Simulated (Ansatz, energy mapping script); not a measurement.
**CaGd2: J from the energies of magnetic orders (0.25 holes a magnetic atom)**

How strongly do the moments of CaGd2 couple under PBE+U (6.9 eV)? The plan is to run several orders and fit a Heisenberg model.

Program: Ansatz 0.2.0. Level of theory: PBE with U = 6.9 eV on Gd f, ortho-atomic projectors; plane waves, U on orthogonalised atomic orbitals unless named otherwise, collinear spin, no spin–orbit coupling. Results are calculated unless marked as measured.

**1. Starting point**

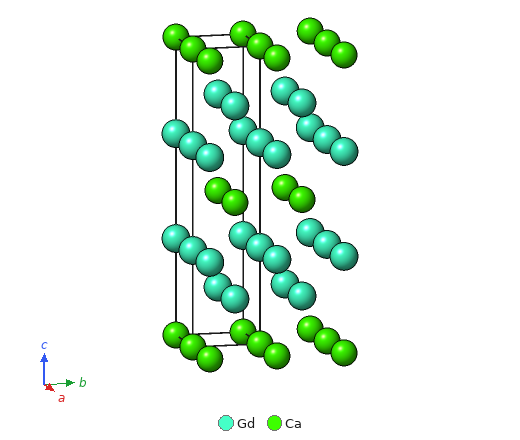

The starting structure, seen slightly off an axis (gadolinium teal, calcium green). 2×2×1 cells are drawn. This picture shows the conventional cell, with its axes. Some periodic images of atoms are drawn too.

This cell was built for the study (invented: Er2Mg (I4/mmm) with Gd for Er, Ca for Mg), not taken from an experiment; the compound need not form in this structure.

The cell was relaxed beforehand in Ansatz under LDA with U = 5.1 eV on Gd f, ortho-atomic projectors, from parallel moments.

This cell differs from the relaxed one by: 0.25 holes a magnetic atom. The charge is balanced by a uniform background.

The U corrects the self-interaction that lets semilocal functionals spread d and f electrons too far. Its value here is typed, not computed.

**2. One set of occupation matrices for all orders**

A corrected shell can settle in several orbital fillings. One parallel run, with an occupation width a fifth wider than the orders use, therefore is to supply the occupation matrices. All orders start from them.

input.yaml reads:

```yaml
crystal:
  lattice:
    - [-1.75855645, 1.75855645, 7.694592839]
    - [1.75855645, -1.75855645, 7.694592839]
    - [1.75855645, 1.75855645, -7.694592839]
  atoms:
    - { symbol: Gd, position: [0.676043667, 0.676043667, 0.0], spin: 7.0 }
    - { symbol: Gd, position: [0.323956333, 0.323956333, 0.0], spin: 7.0 }
    - { symbol: Ca, position: [0.0, 0.0, 0.0] }
magnetization:
  spin_polarized: true
total_charge: 0.5
kpoints:
  mp_grid: { grid: [14, 14, 14] }
hamiltonian:
  xc: pbe
  hubbard:
    sites: [{ species: Gd, l: f, u_eff: 6.9 }]
    projectors: ortho-atomic
scf:
  occupations: { method: fermi_dirac, width: 0.084 }
output:
  eigenvalues: true
```

Started as:

```sh
$ ansatz run input.yaml --threads 4 --pin off --max-ram 8192MiB --backend cpu --events-out ev --progress --plain --runs-dir out
```

Numbers of over 12 decimals in the logs are rounded to 6 here.

Log:

```text
basis.fft_grid_basis auto: the FFT boxes are laid along the combinations [[1, 0, 1], [0, 1, 1], [0, 0, 1]] of the cell's own vectors, 3.517, 3.517 and 8.087 Å long. The dense box has 24×24×60 points. Along the cell's own vectors, as sized, it would have 60×60×60, 6.25 times as many. Of the 16 symmetry operations that the crystal satisfies within crystal.symmetry.tolerance (time reversal apart; of a slab, those that k [...]
Engine: ansatz 0.2.0, aarch64-unknown-linux-gnu
Pseudopotentials: kind: paw
Pseudopotential: Gd, paw, valence charge 18, recommended cutoff 420 eV (normal), Gd.paw.azcp
Pseudopotential: Ca, paw, valence charge 10, recommended cutoff 420 eV (normal), Ca.paw.azcp
Functional definition: PBE
  parameter kappa = 0.804
  parameter beta = 0.066725
  exchange = pbe_x(kappa = kappa, mu = beta*pi^2/3)
  correlation = pbe_c(beta = beta)
Crystal: 3 atoms, lattice volume = 95.183 Å³
Basis set: ecut = 420 eV, 1857 PW (Γ), FFT grids on a1+a3, a2+a3, a3
Bands: 36, of which v1, the nominal top of the filled ones, is band 23 counted from 1 (22 counted from 0)
Symmetry: 16 space group operations
Space group: I4/mmm (ITA 139), of the structure as read, at distance tolerance 4.6e-5 Å
Magnetic group: BNS 139.531 (UNI 1191), of the structure as read, at distance tolerance 4.6e-5 Å
k-points: 244 of 2744
Non-local potential: Gd, projectors of the file, l = 0: 3, l = 1: 2, l = 2: 2, l = 3: 3
Non-local potential: Ca, projectors of the file, l = 0: 3, l = 1: 2, l = 2: 2
PAW form: soft (Blöchl's): semilocal exchange-correlation on the pseudo side does not see the compensation charge
PAW one-centre angular grid: Gd, 590 points (default); XC on 64 Gauss nodes
PAW one-centre angular grid: Ca, 110 points (default); XC on 64 Gauss nodes
Initial density: superposition of atomic densities (chi_scale 0.1, normalization cell)
Starting moments: Σ|m| = 14 μB on 2 of 3 sites
Initial wavefunctions: pseudopotential atomic-orbital guess
Functional: x = pbe(κ = 0.804, μ = 0.219515), c = pbe(β = 0.066725)
SCF iter   1: F=—  HF=-20485.128887 eV  |F-HF|=—  |Δ(HF+E_count)|=         —  Δρ=3.25e-2 (↑2.80e-2 ↓3.25e-2)  dr2=1.06e1  dr2_m=5.49e-1  M=14.423 μB ∫|m|=14.425 μB  β_m=0.30  ethr=3.10e-3  ⟨swp⟩=8.3  Hψ=79927  notcnv=0
Mixer restart at iter 1: flushing history
preconditioner: auto → Kerker (q_TF=auto, 2.412 Å⁻¹)  [metal: Δε(μ)=0.014 eV  Ē_g=15.154 eV  σ=0.084 eV  W_gap=0.04  n_scr=20 (ndim 8)  ℏωp=23.9 eV  f_vac=0.000  D(μ)=2.84/eV (n_scr^D=20)]
spin=Collinear: Kerker preconditioning applied to the charge; magnetization (m = ρ↑ − ρ↓) channel mixes plain (no charge-response kernel on spin).
[...]
SCF iter   7: F=—  HF=-20486.277285 eV  |F-HF|=—  |Δ(HF+E_count)|=   6.23e-4  Δρ=2.83e-4 (↑8.49e-5 ↓2.83e-4)  dr2=1.76e-4  dr2_m=1.83e-5  M=15.202 μB ∫|m|=15.250 μB  β_m=0.95  ethr=1.19e-6  ⟨swp⟩=2.4  Hψ=31240  notcnv=0  defer=652
SCF iter   8: F=—  HF=-20486.277421 eV  |F-HF|=—  |Δ(HF+E_count)|=   1.36e-4  Δρ=7.67e-5 (↑3.51e-5 ↓7.67e-5)  dr2=3.94e-5  dr2_m=1.14e-6  M=15.206 μB ∫|m|=15.257 μB  β_m=0.98  ethr=3.86e-7  ⟨swp⟩=2.0  Hψ=23213  notcnv=0  defer=651
SCF iter   9: F=—  HF=-20486.277426 eV  |F-HF|=—  |Δ(HF+E_count)|=   5.55e-6  Δρ=2.84e-5 (↑1.48e-5 ↓2.84e-5)  dr2=6.07e-7  dr2_m=2.68e-7  M=15.206 μB ∫|m|=15.258 μB  β_m=0.99  ethr=8.65e-8  ⟨swp⟩=2.5  Hψ=26718  notcnv=0  defer=650
SCF iter  10: F=—  HF=-20486.277429 eV  |F-HF|=—  |Δ(HF+E_count)|=   2.20e-6  Δρ=7.25e-6 (↑5.52e-6 ↓7.25e-6)  dr2=5.68e-8  dr2_m=2.59e-8  M=15.206 μB ∫|m|=15.258 μB  β_m=0.99  ethr=1.34e-9  ⟨swp⟩=2.1  Hψ=29460  notcnv=0  defer=650
SCF iter  11: F=-20486.277429 eV  HF=-20486.277429 eV  |F-HF|=1.28e-8  |Δ(HF+E_count)|=   1.55e-7  Δρ=2.53e-6 (↑2.53e-6 ↓2.08e-6)  dr2=6.86e-9  dr2_m=3.70e-9  M=15.205 μB ∫|m|=15.258 μB  ethr=1.25e-10  ⟨swp⟩=5.4  Hψ=78107  notcnv=0
SCF 1 converged in 11 iterations: F = -20486.277429 eV  dr2 = 6.86e-9
[...]
SCF converged after 11 iterations
Magnetization: 15.2052 μB (30.3526 up, 15.1474 down)
Absolute magnetization: 15.2582 μB (∫|ρ↑−ρ↓|, with the PAW one-centre terms)
Spin contamination: 0.0673 ħ² per cell (⟨S²⟩ above its minimum at these occupations)
Per-site moments (μB) at R_I (Å): [(7.354000, 1.390705), (7.354000, 1.390705), (-0.020005, 1.45080907125)]
Free energy (F): -20486.277429 eV
Harris-Foulkes:  -20486.277429 eV  (|F-HF|=1.28e-8)
Internal energy: -20486.198655 eV  (E = F + TS)
E sigma→0 (E₀):  -20486.238042 eV
Entropy (-TS):   -0.078774 eV (-26.258 meV/atom)
Fermi energy:    10.986906 eV
--- Per-component energies (eV) ---
  E_band       = -281.483740
  E_kinetic    = 1083.453578
  E_local      = -5512.361542  (includes V_loc(G=0)·N_el)
  E_nonlocal   = 633.462648
  E_hartree    = 2251.541042
  E_xc         = -601.438421
  E_vxc        = -673.953129  (∫ρ·V_xc dr)
  E_hubbard    = 0.081612  (on-site DFT+U / exact-exchange correction)
  E_vhub       = -48.123516  (the Hubbard potential's part of the band-sum identity)
  E_paw        = -13752.625560  (= ΣΔE_a)
  E_vpaw       = -267.044184  (= ΣTr[D̂ρ^β])
  E_aug_tail   = -0.000006  (compensation charges beyond the density's cutoff)
  E_ewald      = -4588.312005
  E_smearing   = -0.078774  (= −TS)
  E_closure    = 0.000000  (closes the sum)
  E_deformation_potential = 8.921435  (in the stress; not in F)
  Σ components = -20486.277429   (vs F -20486.277429, Δ=0.00e0)
--- Band table (eV; the first three rows and the last of 488) ---
  k-point 0 ↑: bands = [... 19 lower, 2.3475, 2.3544, 2.3783, 2.3783, 2.4097, 2.4097, 2.4130, 6.1913, ... 9 higher]
  k-point 1 ↑: bands = [... 19 lower, 2.3453, 2.3575, 2.3777, 2.3783, 2.4050, 2.4061, 2.4115, 6.3781, ... 9 higher]
  k-point 2 ↑: bands = [... 19 lower, 2.3488, 2.3647, 2.3775, 2.3783, 2.3928, 2.3972, 2.4062, 6.9094, ... 9 higher]
  k-point 243 ↓: bands = [... 19 lower, 13.7459, 13.9361, 13.9361, 14.2266, 14.2266, 14.3205, 14.4594, 14.5001, ... 9 higher]
Occupation matrices written to <dir>
```

It took 63 s on 4 threads of Arm Neoverse N1, shared host; peak memory 1.5 GiB.

Reading the cycles: dr2 is the Hartree energy of the density residual (eV), the measure of convergence; HF is the Harris–Foulkes estimate of the energy, which meets the free energy F at convergence.

Numbers from this step:

```
final state                       : ferromagnetic
electrons in the corrected shells : 6.998, 6.998 e
largest moment                    : 7.354 μB
```

**3. Parallel start in cell A (3 atoms)**

The parallel order is the zero of energy for this cell and mesh.

This run holds the same structure in another cell (a 8.087 → 3.517 Å, b 8.087 → 3.517 Å, α 154.9 → 102.6°, β 154.9 → 102.6°, γ 35.8 → 90.0°).

input.yaml reads:

```yaml
crystal:
  lattice:
    - [0.0, -3.5171129, 0.0]
    - [3.5171129, 0.0, 0.0]
    - [-1.75855645, 1.75855645, 7.694592839]
  atoms:
    - { symbol: Gd, position: [0.676043667, 0.676043667, 0.352087334], spin: 7.0 }
    - { symbol: Gd, position: [0.323956333, 0.323956333, 0.647912666], spin: 7.0 }
    - { symbol: Ca, position: [0.0, 0.0, 0.0] }
magnetization:
  spin_polarized: true
total_charge: 0.5
kpoints:
  mp_grid: { grid: [10, 10, 10] }
hamiltonian:
  xc: pbe
  hubbard:
    sites:
      - { species: Gd, l: f, u_eff: 6.9 }
      - { site: 0, l: f, u_eff: 6.9, starting_ns: [{ spin: up, occupation_matrix: gd1_major }, { spin: down, occupation_matrix: gd1_minor }] }
      - { site: 1, l: f, u_eff: 6.9, starting_ns: [{ spin: up, occupation_matrix: gd2_major }, { spin: down, occupation_matrix: gd2_minor }] }
    projectors: ortho-atomic
    occupation_matrices:
      gd1_major:
        matrix:
          - [0.999, 0.0, 0.0, 0.0, 0.0, 0.0, 0.0]
          - [0.0, 0.999, 0.0, 0.0, 0.0, 0.0, 0.0]
          - [0.0, 0.0, 0.999, 0.0, 0.0, 0.0, 0.0]
          - [0.0, 0.0, 0.0, 0.999, 0.0, 0.0, 0.0]
          - [0.0, 0.0, 0.0, 0.0, 0.999, 0.0, 0.0]
          - [0.0, 0.0, 0.0, 0.0, 0.0, 0.999, 0.0]
          - [0.0, 0.0, 0.0, 0.0, 0.0, 0.0, 0.999]
      gd1_minor:
        matrix:
          - [0.001, 0.0, 0.0, 0.0, 0.0, 0.0, 0.0]
          - [0.0, 0.001, 0.0, 0.0, 0.0, 0.0, 0.0]
          - [0.0, 0.0, 0.001, 0.0, 0.0, 0.0, 0.0]
          - [0.0, 0.0, 0.0, 0.001, 0.0, 0.0, 0.0]
          - [0.0, 0.0, 0.0, 0.0, 0.001, 0.0, 0.0]
          - [0.0, 0.0, 0.0, 0.0, 0.0, 0.001, 0.0]
          - [0.0, 0.0, 0.0, 0.0, 0.0, 0.0, 0.001]
      gd2_major:
        matrix:
          - [0.999, 0.0, 0.0, 0.0, 0.0, 0.0, 0.0]
          - [0.0, 0.999, 0.0, 0.0, 0.0, 0.0, 0.0]
          - [0.0, 0.0, 0.999, 0.0, 0.0, 0.0, 0.0]
          - [0.0, 0.0, 0.0, 0.999, 0.0, 0.0, 0.0]
          - [0.0, 0.0, 0.0, 0.0, 0.999, 0.0, 0.0]
          - [0.0, 0.0, 0.0, 0.0, 0.0, 0.999, 0.0]
          - [0.0, 0.0, 0.0, 0.0, 0.0, 0.0, 0.999]
      gd2_minor:
        matrix:
          - [0.001, 0.0, 0.0, 0.0, 0.0, 0.0, 0.0]
          - [0.0, 0.001, 0.0, 0.0, 0.0, 0.0, 0.0]
          - [0.0, 0.0, 0.001, 0.0, 0.0, 0.0, 0.0]
          - [0.0, 0.0, 0.0, 0.001, 0.0, 0.0, 0.0]
          - [0.0, 0.0, 0.0, 0.0, 0.001, 0.0, 0.0]
          - [0.0, 0.0, 0.0, 0.0, 0.0, 0.001, 0.0]
          - [0.0, 0.0, 0.0, 0.0, 0.0, 0.0, 0.001]
scf:
  occupations: { method: fermi_dirac, width: 0.07 }
output:
  eigenvalues: true
```

Log:

```text
[...]
Crystal: 3 atoms, lattice volume = 95.183 Å³
Basis set: ecut = 420 eV, 1857 PW (Γ)
Bands: 36, of which v1, the nominal top of the filled ones, is band 23 counted from 1 (22 counted from 0)
Symmetry: 16 space group operations
[...]
k-points: 102 of 1000
[...]
Starting moments: Σ|m| = 14 μB on 2 of 3 sites
[...]
SCF iter   1: F=—  HF=-20486.997196 eV  |F-HF|=—  |Δ(HF+E_count)|=         —  Δρ=4.57e-2 (↑2.98e-2 ↓4.57e-2)  dr2=9.00e0  dr2_m=9.73e-1  M=14.404 μB ∫|m|=14.447 μB  β_m=1.00  ethr=3.10e-3  ⟨swp⟩=8.3  Hψ=33854  notcnv=0
[...]
SCF iter   5: F=—  HF=-20486.246532 eV  |F-HF|=—  |Δ(HF+E_count)|=   2.16e-2  Δρ=1.60e-3 (↑1.60e-3 ↓9.50e-4)  dr2=9.13e-3  dr2_m=6.35e-4  M=15.138 μB ∫|m|=15.182 μB  β_m=0.30  ethr=4.93e-5  ⟨swp⟩=2.7  Hψ=14736  notcnv=0  defer=258
[...]
spin-set hold released at iteration 5 (site moments contracting): the magnetisation degrees of freedom join the quasi-Newton model from the next iteration; the mixer history was flushed
SCF iter   6: F=—  HF=-20486.254095 eV  |F-HF|=—  |Δ(HF+E_count)|=   7.56e-3  Δρ=1.01e-3 (↑1.01e-3 ↓8.07e-4)  dr2=4.71e-3  dr2_m=3.79e-4  M=15.149 μB ∫|m|=15.194 μB  β_m=0.65  ethr=2.01e-5  ⟨swp⟩=2.2  Hψ=11345  notcnv=0  defer=258
[...]
SCF iter  12: F=-20486.265247 eV  HF=-20486.265247 eV  |F-HF|=7.57e-9  |Δ(HF+E_count)|=   1.96e-7  Δρ=3.35e-6 (↑2.75e-6 ↓3.35e-6)  dr2=3.04e-8  dr2_m=6.15e-9  M=15.205 μB ∫|m|=15.263 μB  ethr=2.20e-10  ⟨swp⟩=8.5  Hψ=32096  notcnv=0
SCF 1 converged in 12 iterations: F = -20486.265247 eV  dr2 = 3.04e-8
[...]
SCF converged after 12 iterations
Magnetization: 15.2050 μB (30.3525 up, 15.1475 down)
Absolute magnetization: 15.2633 μB (∫|ρ↑−ρ↓|, with the PAW one-centre terms)
[...]
Per-site moments (μB) at R_I (Å): [(7.355459, 1.390705), (7.355459, 1.390705), (-0.022179, 1.45080907125)]
Free energy (F): -20486.265247 eV
[...]
Internal energy: -20486.211102 eV  (E = F + TS)
E sigma→0 (E₀):  -20486.238174 eV
Entropy (-TS):   -0.054145 eV (-18.048 meV/atom)
Fermi energy:    10.986924 eV
[...]
--- Specified on-site occupations, and those of the state reported ---
  electrons in the specified blocks: 14.0000 specified, 13.9961 found
  site 0 (l=f) ↓: largest change of an orbital's occupation 0.0004; electrons 0.0070 specified, 0.0049 found; spectral distance 0.0009
[...]
site 0 (l=f) ↑: largest change of an orbital's occupation 0.0000; electrons 6.9930 specified, 6.9931 found; spectral distance 0.0001
[...]
--- Band table (eV; the first three rows and the last of 204) ---
  k-point 0 ↑: bands = [... 19 lower, 2.3450, 2.3519, 2.3760, 2.3760, 2.4073, 2.4073, 2.4106, 6.1912, ... 9 higher]
  k-point 1 ↑: bands = [... 19 lower, 2.3450, 2.3521, 2.3759, 2.3759, 2.4072, 2.4072, 2.4106, 6.2249, ... 9 higher]
  k-point 2 ↑: bands = [... 19 lower, 2.3451, 2.3524, 2.3759, 2.3759, 2.4071, 2.4071, 2.4106, 6.3234, ... 9 higher]
  k-point 101 ↓: bands = [... 19 lower, 13.6322, 13.8313, 13.9403, 14.4215, 14.4928, 14.4929, 14.5002, 14.5005, ... 9 higher]
Occupation matrices written to <dir>
```

Elapsed: 21 s, on 4 threads; peak memory 0.83 GiB.

Spin moment in the sphere by atom:

```
atom  spin moment in the sphere (μB)
 Gd1                            7.36
 Gd2                            7.36
 Ca3                           -0.02
```

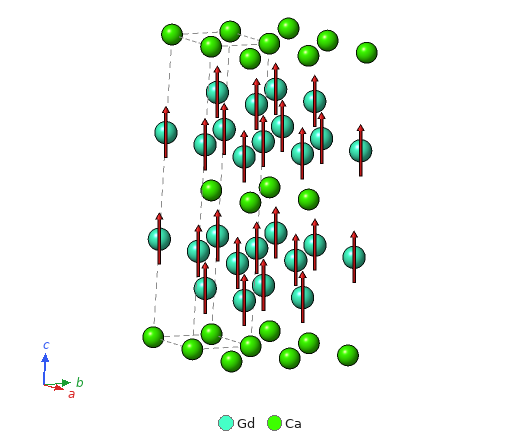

Spin moment in the sphere as arrows, the longest 7.36 μB. Up and down stand for the sign. Arrows give size and sign along the axis of quantisation, drawn up and down the page. 2×2×1 conventional cells are drawn. Some periodic images of atoms are drawn too.

The run ends ferromagnetic.

**4. Run 2 (compensated +−; cell A, 3 atoms)**

This order reverses 4 of the 4 neighbours at 3.37 Å, 0 of the 4 neighbours at 3.52 Å and 1 of the 1 neighbours at 5.42 Å, counted for an average magnetic atom.

input.yaml: that of step 3 with these lines changed.

```diff
@@ -7,3 +7,3 @@
     - { symbol: Gd, position: [0.676043667, 0.676043667, 0.352087334], spin: 7.0 }
-    - { symbol: Gd, position: [0.323956333, 0.323956333, 0.647912666], spin: 7.0 }
+    - { symbol: Gd, position: [0.323956333, 0.323956333, 0.647912666], spin: -7.0 }
     - { symbol: Ca, position: [0.0, 0.0, 0.0] }
@@ -20,3 +20,3 @@
       - { site: 0, l: f, u_eff: 6.9, starting_ns: [{ spin: up, occupation_matrix: gd1_major }, { spin: down, occupation_matrix: gd1_minor }] }
-      - { site: 1, l: f, u_eff: 6.9, starting_ns: [{ spin: up, occupation_matrix: gd2_major }, { spin: down, occupation_matrix: gd2_minor }] }
+      - { site: 1, l: f, u_eff: 6.9, starting_ns: [{ spin: up, occupation_matrix: gd2_minor }, { spin: down, occupation_matrix: gd2_major }] }
     projectors: ortho-atomic
```

Log:

```text
[...]
Crystal: 3 atoms, lattice volume = 95.183 Å³
Basis set: ecut = 420 eV, 1857 PW (Γ)
Bands: 36, of which v1, the nominal top of the filled ones, is band 23 counted from 1 (22 counted from 0)
Symmetry: 8 space group operations
[...]
k-points: 102 of 1000 (time reversal used)
[...]
Starting moments: Σ|m| = 14 μB on 2 of 3 sites
Starting magnetic order: antiferromagnet; an inversion exchanges its spin sublattices: spin-degenerate at every k-point
[...]
SCF iter   1: F=—  HF=-20487.055714 eV  |F-HF|=—  |Δ(HF+E_count)|=         —  Δρ=3.92e-2 (↑3.92e-2 ↓3.92e-2)  dr2=9.44e0  dr2_m=1.00e0  M=-0.000 μB ∫|m|=14.772 μB  β_m=1.00  ethr=3.10e-3  ⟨swp⟩=6.6  Hψ=34052  notcnv=0  defer=26
[...]
SCF iter  12: F=-20486.253527 eV  HF=-20486.253527 eV  |F-HF|=8.07e-8  |Δ(HF+E_count)|=   3.41e-6  Δρ=6.17e-6 (↑6.17e-6 ↓6.16e-6)  dr2=5.81e-8  dr2_m=2.78e-8  M=0.000 μB ∫|m|=15.368 μB  ethr=2.20e-10  ⟨swp⟩=11.2  Hψ=43384  notcnv=0
SCF 1 converged in 12 iterations: F = -20486.253527 eV  dr2 = 5.81e-8
[...]
SCF converged after 12 iterations
Magnetization: 0.0000 μB (22.7500 up, 22.7500 down)
Absolute magnetization: 15.3703 μB (∫|ρ↑−ρ↓|, with the PAW one-centre terms)
[...]
Per-site moments (μB) at R_I (Å): [(7.328672, 1.390705), (-7.328672, 1.390705), (2.208752563535457e-7, 1.45080907125)]
Free energy (F): -20486.253527 eV
[...]
Internal energy: -20486.189069 eV  (E = F + TS)
E sigma→0 (E₀):  -20486.221298 eV
Entropy (-TS):   -0.064458 eV (-21.486 meV/atom)
Fermi energy:    10.889180 eV
[...]
--- Specified on-site occupations, and those of the state reported ---
  electrons in the specified blocks: 14.0000 specified, 13.9999 found
[...]
--- Band table (eV; the first three rows and the last of 204) ---
  k-point 0 ↑: bands = [... 19 lower, 6.4688, 8.8825, 9.3913, 10.0408, 11.7227, 11.7995, 13.1176, 13.1176, ... 9 higher]
  k-point 1 ↑: bands = [... 19 lower, 6.5043, 8.7758, 9.3879, 10.0333, 11.7574, 11.9112, 13.1308, 13.1308, ... 9 higher]
  k-point 2 ↑: bands = [... 19 lower, 6.6084, 8.5099, 9.3742, 10.0143, 11.8560, 12.1966, 13.1064, 13.1678, ... 9 higher]
  k-point 101 ↓: bands = [... 19 lower, 9.2822, 9.6730, 10.3105, 10.3572, 10.8826, 11.8238, 12.0082, 13.3578, ... 9 higher]
Occupation matrices written to <dir>
```

It took 40 s on 4 threads; peak memory 0.87 GiB; 2.6 min of CPU time.

Spin moment in the sphere by atom:

```
atom  spin moment in the sphere (μB)
 Gd1                            7.33
 Gd2                           -7.33
 Ca3                            0.00
```

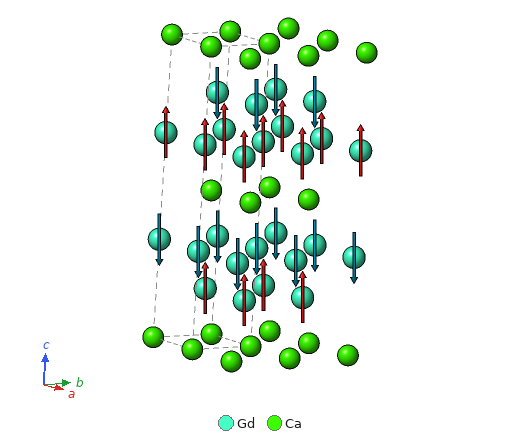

Spin moment in the sphere as arrows, the longest 7.33 μB. Up and down stand for the sign. Arrows give size and sign along the axis of quantisation, drawn up and down the page. The two directions have two colours. 2×2×1 conventional cells are drawn. Some periodic images of atoms are drawn too.

The run ends antiferromagnetic, 8.44 meV a magnetic atom above the parallel order of its cell (energies taken at zero occupation width, not the printed F).

(Continued in part 2 of 2.)

[Logs and program files are shortened in this print: banners, set-up blocks, solver, clock and traceback lines can be left out without a mark of their own.]

[Logs are printed without paths, hosts, clocks, repeated set-up lines and the standing remarks that a program may print on its own settings, such as how far it seeks lower states.]

[Hosts, paths, dates, database ids (printed as entryN), source tags and the programs' standing remarks are cut or masked in the printed files.]

[Where a cell is said to come from a database of computed structures, the database is the Materials Project.]
